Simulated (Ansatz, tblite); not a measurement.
# The cluster Al4Sb3+: adding an electron

What does adding an electron cost or gain for the cluster Al4Sb3+? Each charged state is run at several levels.

The runs use Ansatz 0.2.0, Gaussian basis; as each input shows.

Levels to be run: charge 0 doublet, at the geometry of the singlet (PBE0-D4/def2-TZVP, PBE-D4/def2-TZVP, revPBE-D4/def2-TZVP); the starting singlet's energies come from earlier runs.

2 further runs of the same task are left out: 2 set aside as unsound or not needed. Runs told in other sessions of the task aren't counted.

## (1) The structure

The singlet was relaxed beforehand with PBE-D4/def2-SVP. At that level it is the lowest of the isomers that a small search found.

7 atoms, charge 1, spin multiplicity 1.

Atoms are counted from 1 here; the program's logs count them from 0.

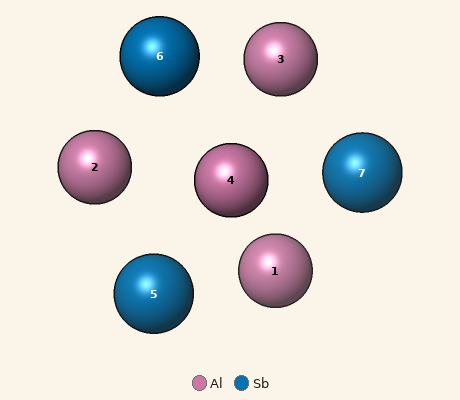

The structure; aluminium pink, antimony blue; atoms are numbered from 1 in the order of the file.

Geometry (Å):

```
Al    0.1488   -1.9723   -1.4219
Al   -0.4027   -0.4703    2.3574
Al   -1.3353    1.8182   -0.9193
Al    0.8235    0.3235   -0.0078
Sb    1.1585   -2.1750    1.0341
Sb   -0.5078    2.0806    1.5984
Sb    0.1149    0.3952   -2.6410
```

Sb takes a core potential in the def2 sets. No spin-orbit coupling is included. The ion is computed in the gas phase, without counter-ions or solvent.

## (2) Charge 0 doublet at the fixed geometry, PBE0-D4/def2-TZVP

Input file in.yaml:

```yaml
crystal:
  periodic: [false, false, false]
  atoms:
    - {symbol: Al, position_ang: [0.148845, -1.972273, -1.421897]}
    - {symbol: Al, position_ang: [-0.402712, -0.470323, 2.357396]}
    - {symbol: Al, position_ang: [-1.335254, 1.818228, -0.919291]}
    - {symbol: Al, position_ang: [0.823534, 0.323503, -0.007753]}
    - {symbol: Sb, position_ang: [1.158509, -2.174964, 1.034101]}
    - {symbol: Sb, position_ang: [-0.507840, 2.080619, 1.598450]}
    - {symbol: Sb, position_ang: [0.114918, 0.395209, -2.641006]}
basis:
  gaussian: {orbitals: def2-TZVP}
magnetization: {spin_polarized: true, initial_magnetization: 1}
hamiltonian: {xc: pbe0, dispersion: d4}
scf: {omitted_lower_state_checks: [starts]}
output: {orbitals: {seedname: orbitals}}
```

The run is started by

```bash
$ ansatz run in.yaml --threads 4 --pin off --events-out ev --progress --plain --max-ram 4787MiB
```

Output:

```text
Functional definition: PBE0
  name "PBE0"
  cite "Adamo & Barone, J. Chem. Phys. 110, 6158 (1999) doi:10.1063/1.478522"
  cite "Perdew, Burke & Ernzerhof, Phys. Rev. Lett. 77, 3865 (1996) doi:10.1103/PhysRevLett.77.3865"
  parent pbe
  parameter a = 0.25
  parameter kappa = 0.804
  parameter beta = 0.06672455060314922
  exchange = (1 - a)*pbe_x(kappa = kappa, mu = beta*pi^2/3) + a*exact_x
  correlation = pbe_c(beta = beta)
these checks for a lower state are left out or cut short: starts
2439 factors; their error is unknown
the host lacks memory for fits, so the integrals are decomposed
2314 factors; integrals over basis functions are off by at most 7.8e-4 eV
mean field evaluation 1: about -45991.3997 eV, gradient 1.8e1 eV
mean field evaluation 2: about -45987.8151 eV, gradient 3.1e1 eV
mean field evaluation 4: about -45993.5191 eV, gradient 3.5e0 eV
mean field evaluation 8: about -45993.7884 eV, gradient 5.3e-1 eV
mean field evaluation 16: about -45993.7921 eV, gradient 6.6e-2 eV
mean field -45993.83837301 eV, -1690.2423844646 hartree, gradient 4.1e-6 eV, S^2 0.978907; 0 other end points of the search recorded, 0 dependent functions left out
reference -45993.83840299 eV, -1690.2423855664 hartree; 61, 60 occupied and 237, 238 virtual orbitals, 2314 factors
Total energy: -45994.33193109 eV, -1690.2605223898 hartree
Checks for a lower state left out: starts
```

It took 30 s on 4 threads of Arm Neoverse V2, shared host; peak memory 1.9 GiB.

From the report: HOMO -4.56 eV, LUMO -3.22 eV (over both spins); ⟨S²⟩ 0.979 (pure: 0.75). Doubts: spin contamination.

## (3) Charge 0 doublet at the fixed geometry, PBE-D4/def2-TZVP

start.molden holds the orbitals of an earlier run on this state, given as this run's starting guess.

in.yaml, as its differences from that of step 2:

```diff
@@ -11,5 +11,5 @@
 basis:
-  gaussian: {orbitals: def2-TZVP}
+  gaussian: {orbitals: def2-TZVP, initial_orbitals: start.molden}
 magnetization: {spin_polarized: true, initial_magnetization: 1}
-hamiltonian: {xc: pbe0, dispersion: d4}
+hamiltonian: {xc: pbe, dispersion: d4}
 scf: {omitted_lower_state_checks: [starts]}
```

Same command.

Output:

```text
Functional definition: PBE
  name "PBE"
  cite "Perdew, Burke & Ernzerhof, Phys. Rev. Lett. 77, 3865 (1996) doi:10.1103/PhysRevLett.77.3865"
  parent pbe
  parameter kappa = 0.804
  parameter beta = 0.06672455060314922
  exchange = pbe_x(kappa = kappa, mu = beta*pi^2/3)
  correlation = pbe_c(beta = beta)
these checks for a lower state are left out or cut short: starts
2185 factors; their error is unknown
mean field evaluation 1: about -45990.8212 eV, gradient 9.8e0 eV
mean field evaluation 2: about -45991.0208 eV, gradient 3.6e-1 eV
mean field evaluation 4: about -45991.0140 eV, gradient 1.1e-1 eV
mean field evaluation 8: about -45991.0142 eV, gradient 3.9e-5 eV
mean field evaluation 16: about -45991.0142 eV, gradient 2.2e-6 eV
mean field -45991.01424104 eV, -1690.1385995293 hartree, gradient 2.2e-6 eV, S^2 0.800645; 0 other end points of the search recorded, 0 dependent functions left out
reference -45991.01428039 eV, -1690.1386009751 hartree; 61, 60 occupied and 237, 238 virtual orbitals, 2185 factors
Total energy: -45991.57274445 eV, -1690.1591241510 hartree
Checks for a lower state left out: starts
```

Run time: 26 s. Hardware: 4 threads of Arm Neoverse V2, shared host; peak memory 1.6 GiB.

Report: HOMO -3.83 eV, LUMO -3.74 eV (over both spins); ⟨S²⟩ 0.801 (pure: 0.75).

## (4) Charge 0 doublet at the fixed geometry, revPBE-D4/def2-TZVP

in.yaml, as its differences from that of step 3:

```diff
@@ -13,3 +13,3 @@
 magnetization: {spin_polarized: true, initial_magnetization: 1}
-hamiltonian: {xc: pbe, dispersion: d4}
+hamiltonian: {xc: {name: revPBE}, dispersion: d4}
 scf: {omitted_lower_state_checks: [starts]}
```

Same command.

Output:

```text
Functional definition: revPBE
  name "revPBE"
  cite "Zhang & Yang, Phys. Rev. Lett. 80, 890 (1998) doi:10.1103/PhysRevLett.80.890"
  cite "Perdew, Burke & Ernzerhof, Phys. Rev. Lett. 77, 3865 (1996) doi:10.1103/PhysRevLett.77.3865"
  parameter kappa = 1.245
  parameter beta = 0.06672455060314922
  exchange = pbe_x(kappa = kappa, mu = beta*pi^2/3)
  correlation = pbe_c(beta = beta)
these checks for a lower state are left out or cut short: starts
2185 factors; their error is unknown
mean field evaluation 1: about -46003.6018 eV, gradient 8.3e0 eV
mean field evaluation 2: about -46003.7354 eV, gradient 2.8e-1 eV
mean field evaluation 4: about -46003.7233 eV, gradient 1.0e-1 eV
mean field evaluation 8: about -46003.7235 eV, gradient 4.3e-5 eV
mean field evaluation 16: about -46003.7235 eV, gradient 4.6e-6 eV
mean field -46003.72345065 eV, -1690.6056543676 hartree, gradient 4.6e-6 eV, S^2 0.815241; 0 other end points of the search recorded, 0 dependent functions left out
reference -46003.72349986 eV, -1690.6056561760 hartree; 61, 60 occupied and 237, 238 virtual orbitals, 2185 factors
Total energy: -46004.68499217 eV, -1690.6409903667 hartree
Checks for a lower state left out: starts
```

It took 16 s on 4 threads of Arm Neoverse V2, shared host; peak memory 0.77 GiB.

HOMO -3.80 eV, LUMO -3.68 eV (over both spins); ⟨S²⟩ 0.815 (pure: 0.75).

## (5) Vertical electron affinity

Starting state less charged state (positive: the electron is bound), singlet to doublet; the starting state's energies are those of its earlier runs.

| level | vertical electron affinity (eV) | time |
| --- | --- | --- |
| PBE-D4/def2-TZVP | +5.66 | 31 s |
| revPBE-D4/def2-TZVP | +5.64 | 21 s |
| PBE0-D4/def2-TZVP | +5.81 | 50 s |

Times add the two runs; a level without a time comes out of a correlated run.

Beside −ε(LUMO) of the starting state:

| level | −ε(LUMO) (eV) | by difference (eV) | mismatch (eV) |
| --- | --- | --- | --- |
| PBE-D4/def2-TZVP | 7.45 | 5.66 | +1.79 |
| revPBE-D4/def2-TZVP | 7.39 | 5.64 | +1.76 |
| PBE0-D4/def2-TZVP | 6.98 | 5.81 | +1.16 |

## (6) Summary of results

| quantity | value |
| --- | --- |
| vertical electron affinity, functionals in def2-TZVP | 5.64 (revPBE-D4) to 5.81 eV (PBE0-D4) |

The vertical electron affinity spans 5.64 to 5.81 eV over the functionals. −ε(LUMO) misses the level's own difference by +1.16 eV at best (PBE0-D4) and +1.79 eV at worst (PBE-D4).
